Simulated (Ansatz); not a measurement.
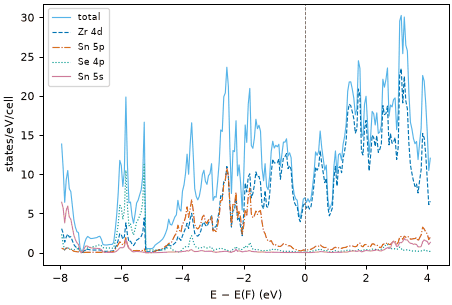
Figure. Total and projected density of states of Zr₅Sn₃Se in space group P6_3/mcm (No. 193; Zr on 4d, Zr on 6g, Sn on 6g, Se on 2b), DFT-r²SCAN in the program Ansatz with PAW potentials

**Question.** Which orbitals carry the states next to the Fermi level?

**Answer.** Within 0.5 eV of the Fermi level: Zr 4d 87 %, Sn 5p 6 %. Projections are on Löwdin-orthogonalised atomic valence shells; empty p or d shells of many metals are not among them.

**Question.** Where is the tallest occupied peak in this window, and what makes it?

**Answer.** Near -2.5 eV, about 24 states/eV per cell; the largest projected share is Zr 4d.

The first step of the workflow began from a Materials Project structure, measured or hypothetical; the Crystallography Open Database copy checked does not list it. Its standing as an ambient phase is unchecked. Symmetry was held in the r²SCAN relaxation; whether a distortion lowers the energy is not shown. No spin polarisation was allowed. Spin–orbit coupling is left out wherever it is not named.

Potentials: the later of the program's two PAW sets.
